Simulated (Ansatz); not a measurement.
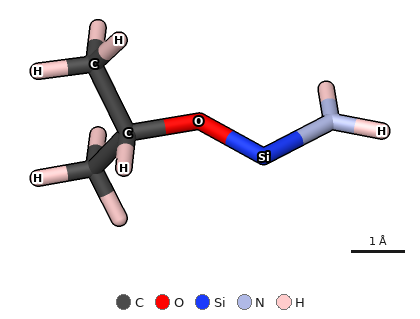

Fig. 1: The input geometry (stick view, seen at a tilt). Bond lengths as drawn: C–C 1.51 Å, C–H 1.09 to 1.10 Å, C–O 1.42 Å, H–N 1.01 Å, N–Si 1.71 Å and O–Si 1.66 Å.

**Single-point calculation, with input and output: C3H9NOSi**

System: C3H9NOSi.
Method: RKS wB97X-V/def2-TZVPP (Ansatz 0.2.0).

The geometry comes from this level: PBE0-D4/def2-TZVP.

Input:
```yaml
crystal:
  periodic: [false, false, false]
  atoms:
    - {symbol: C, position_ang: [-0.296527, -1.144152, 1.420000]}
    - {symbol: C, position_ang: [0.534101, -0.400312, 0.395782]}
    - {symbol: C, position_ang: [1.106608, -1.317801, -0.663781]}
    - {symbol: O, position_ang: [-0.283571, 0.574538, -0.236377]}
    - {symbol: Si, position_ang: [0.038285, 2.199695, -0.155523]}
    - {symbol: N, position_ang: [-1.283596, 2.736082, -1.090012]}
    - {symbol: H, position_ang: [-0.685997, -0.456501, 2.173319]}
    - {symbol: H, position_ang: [-1.143277, -1.634237, 0.932924]}
    - {symbol: H, position_ang: [0.302601, -1.906028, 1.924294]}
    - {symbol: H, position_ang: [1.364444, 0.105909, 0.912631]}
    - {symbol: H, position_ang: [0.298851, -1.812584, -1.208880]}
    - {symbol: H, position_ang: [1.740060, -2.083988, -0.210550]}
    - {symbol: H, position_ang: [1.706691, -0.752591, -1.379660]}
    - {symbol: H, position_ang: [-1.976117, 2.129849, -1.504868]}
    - {symbol: H, position_ang: [-1.444255, 3.711418, -1.279898]}
basis:
  gaussian: {orbitals: def2-TZVPP}
hamiltonian: {xc: {name: wB97X-V}}
output: {orbitals: {seedname: orbitals}}
```

Machine: 4 threads of Arm Neoverse V1, 23 GiB of memory available, shared host.

Run as:
```bash
ansatz run in.yaml --threads 4 --pin off --events-out ev --progress --plain --max-ram 11315MiB
```

The program's output:
```
Functional definition: wB97X-V
  name "wB97X-V"
  cite "Mardirossian & Head-Gordon, Phys. Chem. Chem. Phys. 16, 9904 (2014) doi:10.1039/C3CP54374A"
  cite "Becke, J. Chem. Phys. 107, 8554 (1997) doi:10.1063/1.475007"
  cite "Vydrov & Van Voorhis, J. Chem. Phys. 133, 244103 (2010) doi:10.1063/1.3521275"
  parameter omega = 0.3/bohr
  parameter cx = 0.167
  parameter cx1 = 0.603
  parameter cx2 = 1.194
  parameter css0 = 0.556
  parameter css1 = -0.257
  parameter cos0 = 1.219
  parameter cos1 = -1.850
  parameter b = 6.0
  parameter c = 0.01
  exchange = spin_sum(e_x_unif_sr(omega)*poly(b97_u_x, 1 - cx, cx1, cx2)) + cx*exact_x_sr(omega) + exact_x_lr(omega)
  correlation = spin_sum(e_c_pw_same_spin*poly(b97_u_same, css0, css1))
      + integral(e_c_pw_opposite_spin*poly(b97_u_opposite, cos0, cos1)) + vv10(b, c)
1668 factors; their error is unknown
415 factors; integrals over basis functions are off by at most 8.7e-6 eV
mean field evaluation 1: about -14663.8929 eV, gradient 7.1e1 eV
mean field evaluation 2: about -14664.5245 eV, gradient 7.1e1 eV
mean field evaluation 4: about -14673.6356 eV, gradient 3.4e0 eV
mean field evaluation 8: about -14673.6673 eV, gradient 7.4e-2 eV
mean field evaluation 16: about -14673.6539 eV, gradient 8.2e-5 eV
mean field -14673.65393310 eV, -539.2468358817 hartree, gradient 2.1e-5 eV, S^2 0.000000; 0 other end points of the search recorded, 0 dependent functions left out
reference -14673.65393076 eV, -539.2468357955 hartree; 28, 28 occupied and 295, 295 virtual orbitals, 1668 factors
Total energy: -14673.65393076 eV, -539.2468357955 hartree
```

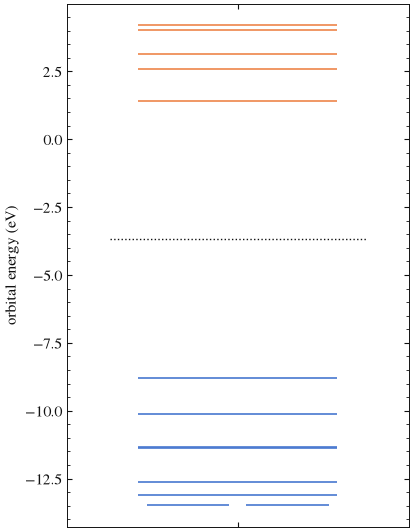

Fig. 2: Orbital energies near the frontier; the dotted line parts filled from empty levels, and levels within 0.02 eV of each other stand side by side. Highest filled −8.79 eV, lowest empty 1.40 eV, 10.19 eV apart.

Summary:

| quantity | value |
| --- | --- |
| outcome | converged |
| total energy | −14673.6539 eV |
| SCF solution under orbital rotations | stable |
| HOMO | −8.79 eV |
| LUMO | 1.40 eV |
| wall time | 14 s (CPU time 50 s) |
| peak memory | 1.2 GiB |
